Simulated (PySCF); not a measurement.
C₇H₅NO, SMILES N#Cc1ccc(O)cc1 at its GFN2-xTB optimised geometry (Å):

```
14

N     -1.9841    -3.2624     0.0046
C     -1.4053    -2.2723     0.0011
C     -0.6956    -1.0517     0.0000
C     -1.3893     0.1583    -0.0002
C     -0.6950     1.3502    -0.0004
C      0.6979     1.3503    -0.0003
O      1.4191     2.4950     0.0002
C      1.3913     0.1395     0.0000
C      0.7015    -1.0517     0.0000
H     -2.4691     0.1562    -0.0002
H     -1.2320     2.2895    -0.0002
H      0.8336     3.2624     0.0005
H      2.4691     0.1625     0.0004
H      1.2345    -1.9906     0.0000
```

Calculation: PBE/def2-TZVP (PySCF). Cells within 0.4 Å of a nucleus heavier than hydrogen are left out (blank, or x).

Map of the electron localisation function on the plane z = 0.0 Å:

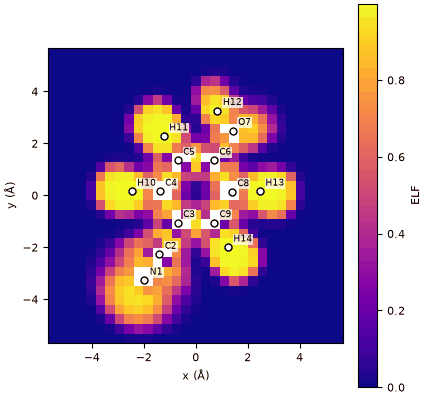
*Electron localisation function on the plane z = 0.0 Å.*
